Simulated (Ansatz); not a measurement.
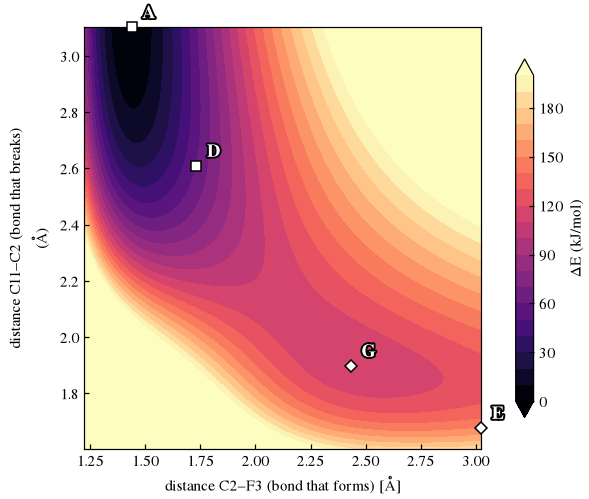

The reacting system CH3ClF (fragments CH₃Cl + F where the first distance is long, Cl + CH₃F where the second is long), charge −1. First axis: distance C2–F3 (bond that forms). Second axis: distance Cl1–C2 (bond that breaks). Relaxed at each point: all other coordinates. Grid: 12 × 12 points. Points are written as (first, second). All energies are given in kJ/mol relative to the lowest grid point. The reference is spin-restricted, so regions where a bond is pulled apart into radicals lie too high. All numbers below come from RKS B3LYP-D4/def2-SVPD (Ansatz).

The picture shows filled contours, one colour for all values above the top of the scale, lettered points. Between grid points the surface is interpolated.

Is E the lowest point of the computed grid?

No. E lies 150 kJ/mol above the lowest grid point, which is at (1.438 Å, 3.102 Å).

Rank the lettered points by energy, lowest first.

A (0 kJ/mol), D (60 kJ/mol), G (113 kJ/mol), E (150 kJ/mol).
